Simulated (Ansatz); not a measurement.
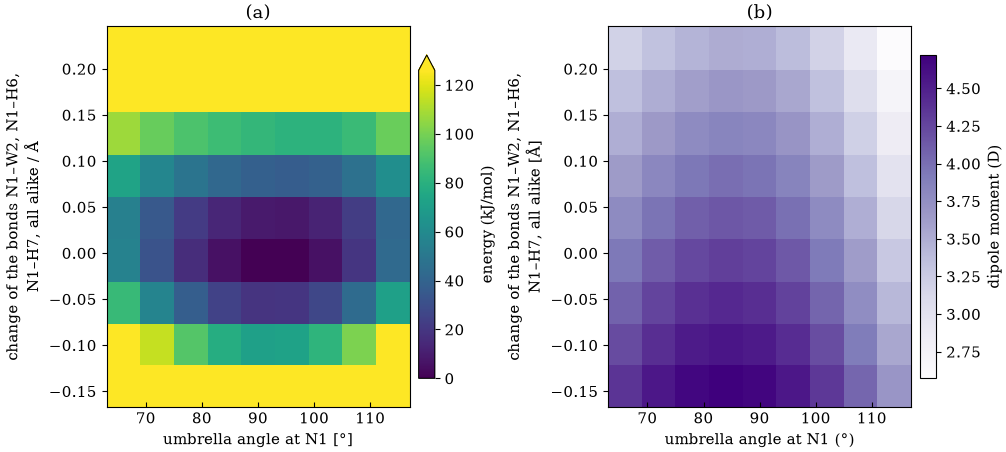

FH2NOSW, SMILES [NH2][W](=[O])([F])=[S]. Coordinates scanned: (1) umbrella angle at N1 (between each of its bonds and their common axis; 90 is planar); (2) change of the bonds N1–W2, N1–H6, N1–H7, all alike. Nothing is relaxed (all other coordinates rigid). Grid: 9 × 9 points. Points are written as (first, second). All energies are given in kJ/mol relative to the lowest grid point. Computed with Ansatz 0.2.0, RKS BHLYP-D4/def2-SVP.

Panel (a) is the energy and panel (b) the computed dipole moment on the same grid.

The picture shows one coloured cell a grid point, one colour for all values above the top of the scale.

Question: How does the dipole moment vary over the map, and what is it at the lowest grid point?

Answer: Leaving out the highest fifth of the energies, it runs from 2.72 D at (114°, 0.177 Å) to 4.68 D at (90°, −0.144 Å). At the lowest grid point, (96°, −0.007 Å), it is 4.14 D.

```csv
"second ↓, first →",66,72,78,84,90,96,102,108,114
0.223,3.19,3.34,3.45,3.51,3.50,3.39,3.18,2.90,2.57
0.177,3.35,3.50,3.62,3.68,3.66,3.55,3.34,3.06,2.72
0.131,3.50,3.66,3.78,3.85,3.82,3.70,3.49,3.21,2.86
0.085,3.64,3.82,3.94,4.00,3.97,3.85,3.64,3.35,3.00
0.039,3.79,3.97,4.09,4.15,4.12,4.00,3.79,3.49,3.14
−0.007,3.93,4.12,4.24,4.30,4.26,4.14,3.93,3.63,3.27
−0.053,4.08,4.26,4.39,4.44,4.41,4.28,4.07,3.77,3.41
−0.098,4.22,4.41,4.53,4.58,4.54,4.42,4.20,3.91,3.55
−0.144,4.37,4.55,4.68,4.72,4.68,4.56,4.34,4.05,3.69
```
